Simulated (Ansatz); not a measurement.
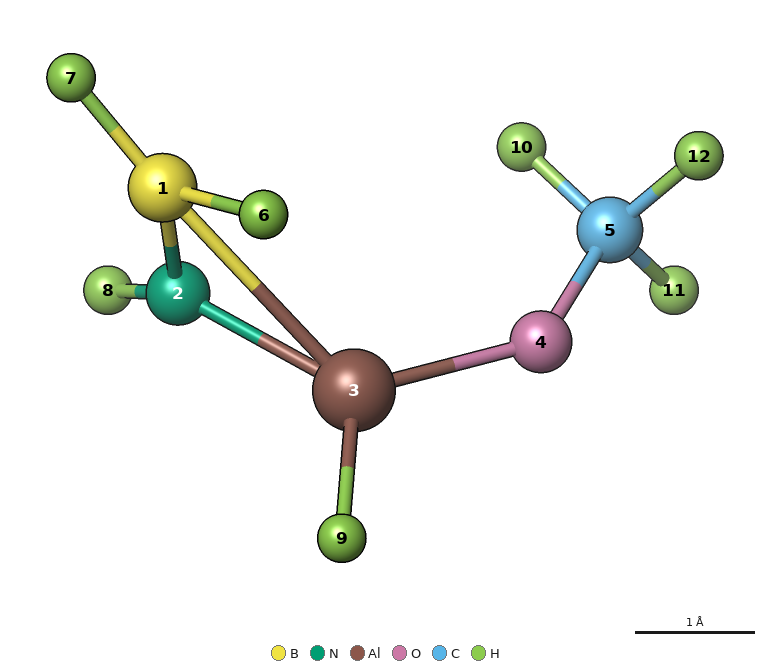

Computed geometry: PBE-D4/def2-SVP optimisation. No frequency run is at hand to confirm it as a minimum.

### How are the neighbours of atom 1 arranged?

B1 has 4 neighbours (N2 at 1.39, Al3 at 2.36, H6 at 1.27, H7 at 1.21 Å); the arrangement is see-saw.

### How are the neighbours of atom 4 arranged?

O4 has 2 neighbours (Al3 at 1.71, C5 at 1.40 Å); the arrangement is bent.

### Describe the coordination of atom 5.

C5 has 4 neighbours (O4 at 1.40, H10 at 1.12, H11 at 1.11, H12 at 1.11 Å); the arrangement is tetrahedral.

### What is the dihedral angle N2–Al3–O4–C5?

7° in size, that is syn (eclipsed).
